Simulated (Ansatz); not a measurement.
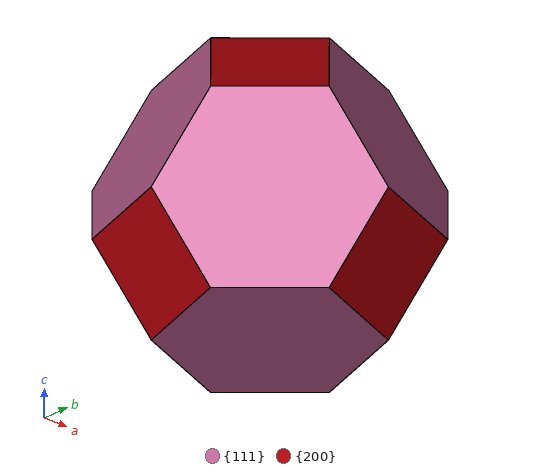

Rh, space group Fm-3m (No. 225), a = 3.854 Å, b = 3.854 Å, c = 3.854 Å, α = 90.00°, β = 90.00°, γ = 90.00°. The shape was computed with the Donnay–Harker form of the Bravais–Friedel law: planes with larger spacing d grow more slowly and so show as larger faces; centring, glide planes and screw axes halve or divide d. Origin: the end point of a relaxation with Ansatz, DFT, RPBE, plane waves (420 eV) with PAW, scalar-relativistic. Forms under 0.4 % of the area are left out.

Question: How many faces does the whole crystal have, by form?

Answer: 14 faces: 8 of {111} and 6 of {200}.

Question: Describe the habit.

Answer: It is roughly equant (blocky). Widths along a, b and c stand as 1.00 : 1.00 : 1.00.

Question: Which form makes up most of the surface, and how much?

Answer: {111}, with 8 faces and about 78 % of the area; its spacing is d = 2.225 Å.

Question: List the forms with their spacings and shares.

Answer:
```csv
form,faces,d (Å),share of area (%)
{111},8,2.225,77.6
{200},6,1.927,22.4
```
